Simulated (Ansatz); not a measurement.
## What a change does: single-point calculation on Si2H3ClOF2

System: Si2H3ClOF2, SMILES F[Si](F)(Cl)O[SiH3].
Method of the first run: RKS PBE0-D4/def2-TZVPP (Ansatz 0.2.0).

The geometry comes from this level: PBE0-D4/def2-TZVP. Text and figures count atoms from 1; the logs count them from 0 in places.

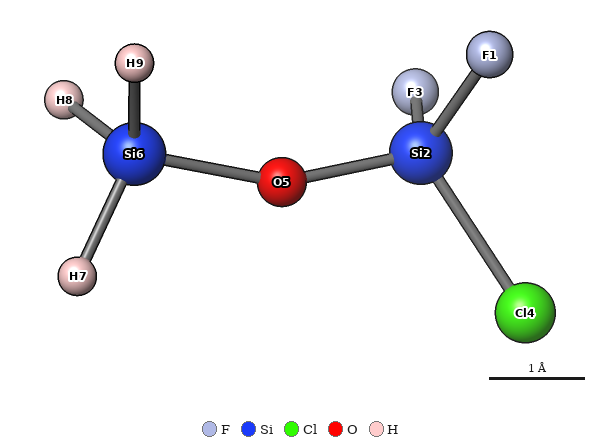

**Figure 1.** The structure as given in the input (ball-and-stick view, seen at a tilt; atoms are numbered from 1 in the order of the input). Bond lengths as drawn: Cl–Si 2.01 Å, F–Si 1.57 Å, H–Si 1.48 Å and O–Si 1.59 to 1.64 Å.

### Input file, the first run
```yaml
crystal:
  periodic: [false, false, false]
  atoms:
    - {symbol: F, position_ang: [-2.046894, -1.352671, 0.128683]}
    - {symbol: Si, position_ang: [-0.915455, -0.877508, -0.857176]}
    - {symbol: F, position_ang: [-0.051962, -2.145258, -1.210917]}
    - {symbol: Cl, position_ang: [-1.768034, -0.179570, -2.539641]}
    - {symbol: O, position_ang: [-0.014567, 0.237135, -0.174854]}
    - {symbol: Si, position_ang: [1.002290, 0.917486, 0.924522]}
    - {symbol: H, position_ang: [1.264225, 2.309306, 0.493533]}
    - {symbol: H, position_ang: [2.264819, 0.141922, 0.961357]}
    - {symbol: H, position_ang: [0.354179, 0.902857, 2.257394]}
basis:
  gaussian: {orbitals: def2-TZVPP}
hamiltonian: {xc: pbe0, dispersion: d4}
output: {orbitals: {seedname: orbitals}}
```

Hardware: 4 CPU threads, shared host.

### Output (the first run)
```
Functional definition: PBE0
  parameter a = 0.25
  parameter kappa = 0.804
  parameter beta = 0.06672455060314922
  exchange = (1 - a)*pbe_x(kappa = kappa, mu = beta*pi^2/3) + a*exact_x
  correlation = pbe_c(beta = beta)
1547 factors; their error is unknown
mean field evaluation 1: about -35795.3167 eV, gradient 6.5e1 eV
mean field evaluation 2: about -35786.8467 eV, gradient 9.7e1 eV
mean field evaluation 4: about -35801.3211 eV, gradient 4.6e0 eV
mean field evaluation 8: about -35801.3480 eV, gradient 3.2e-2 eV
mean field -35801.43851700 eV, -1315.6785984130 hartree, gradient 7.0e-5 eV, S^2 0.000000; 0 other end points of the search recorded, 0 dependent functions left out
reference -35801.43855034 eV, -1315.6785996384 hartree; 37, 37 occupied and 224, 224 virtual orbitals, 1547 factors
Total energy: -35801.65268743 eV, -1315.6864690311 hartree
```

For the second run the input was changed thus:
```diff
-  gaussian: {orbitals: def2-TZVPP}
+  gaussian: {orbitals: def2-SVP}
```

What does this change do to the results?

The total energy of the second run is 460.3 kcal/mol higher, which measures the change of basis and not a stability. The HOMO goes from −9.56 to −9.47 eV. The LUMO goes from −0.31 to 0.16 eV. The basis functions go from 261 to 111.

### Output (the second run)
```
Functional definition: PBE0
  parameter a = 0.25
  parameter kappa = 0.804
  parameter beta = 0.06672455060314922
  exchange = (1 - a)*pbe_x(kappa = kappa, mu = beta*pi^2/3) + a*exact_x
  correlation = pbe_c(beta = beta)
1022 factors; integrals over basis functions are off by at most 1.1e-3 eV
mean field evaluation 1: about -35776.2553 eV, gradient 5.7e1 eV
mean field evaluation 2: about -35770.3420 eV, gradient 8.2e1 eV
mean field evaluation 4: about -35781.4227 eV, gradient 3.1e0 eV
mean field evaluation 8: about -35781.4785 eV, gradient 2.2e-1 eV
mean field evaluation 16: about -35781.4786 eV, gradient 3.0e-5 eV
mean field -35781.47862787 eV, -1314.9450860170 hartree, gradient 3.0e-5 eV, S^2 0.000000; 0 other end points of the search recorded, 0 dependent functions left out
reference -35781.47865450 eV, -1314.9450869954 hartree; 37, 37 occupied and 74, 74 virtual orbitals, 1022 factors
Total energy: -35781.69279158 eV, -1314.9529563881 hartree
```

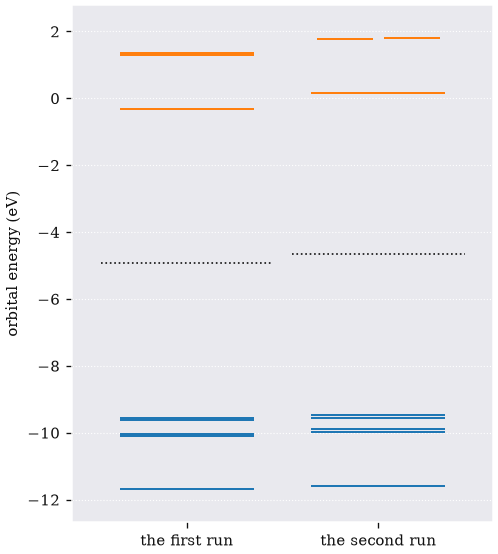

**Figure 2.** The five highest filled and three lowest empty orbital energies of the two runs; the dotted lines part filled from empty levels. The HOMO–LUMO gap is 9.26 eV in the first run and 9.63 eV in the second run.

### The two runs side by side

| quantity | the first run | the second run |
| --- | --- | --- |
| outcome | converged | converged |
| total energy (hartree) | −1315.686469 | −1314.952956 |
| HOMO (eV) | −9.56 | −9.47 |
| LUMO (eV) | −0.31 | 0.16 |
| basis functions | 261 | 111 |
| wall time (shared host) | 35 s | 0.7 s |
